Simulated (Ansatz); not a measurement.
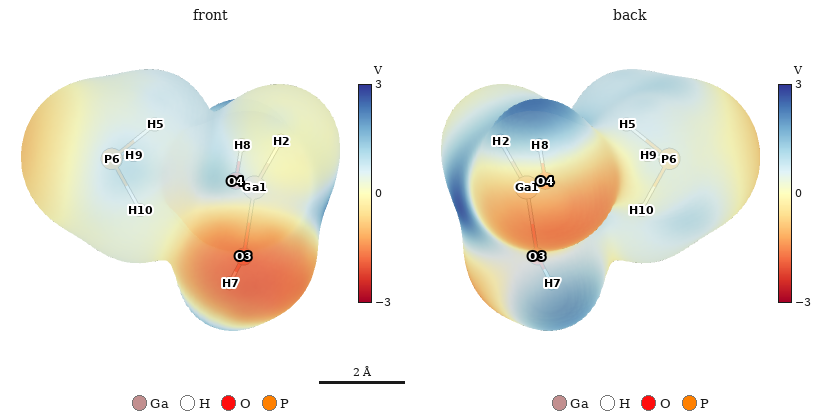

The picture shows: GaH3O2···PH3. The electrostatic potential painted on the density surface at 0.002 e/bohr³, seen from the front and from behind; the colour scale runs from red (negative) to blue (positive).

Computed with Ansatz, RKS BHLYP-D4/def2-SVP.

```yaml
atoms:
  - { symbol: Ga, position_ang: [-0.0737, 1.2276, 0.0571] }
  - { symbol: H, position_ang: [1.1481, 1.7819, 0.8188] }
  - { symbol: O, position_ang: [-0.0823, 1.1273, -1.7107] }
  - { symbol: O, position_ang: [-1.6160, 0.7309, 0.7891] }
  - { symbol: H, position_ang: [1.7683, -1.2130, 0.7217] }
  - { symbol: P, position_ang: [0.9393, -2.1718, 0.0837] }
  - { symbol: H, position_ang: [-0.9023, 0.8285, -2.0977] }
  - { symbol: H, position_ang: [-1.6982, 0.7877, 1.7372] }
  - { symbol: H, position_ang: [-0.2533, -1.7024, 0.6903] }
  - { symbol: H, position_ang: [0.7702, -1.3966, -1.0896] }
```

Q: Where is the surface potential most negative and most positive?

A: The most negative region (about −1.9 V) lies over O3, the most positive (about +2.5 V) over Ga1. O3 is the likeliest acceptor of a hydrogen bond.
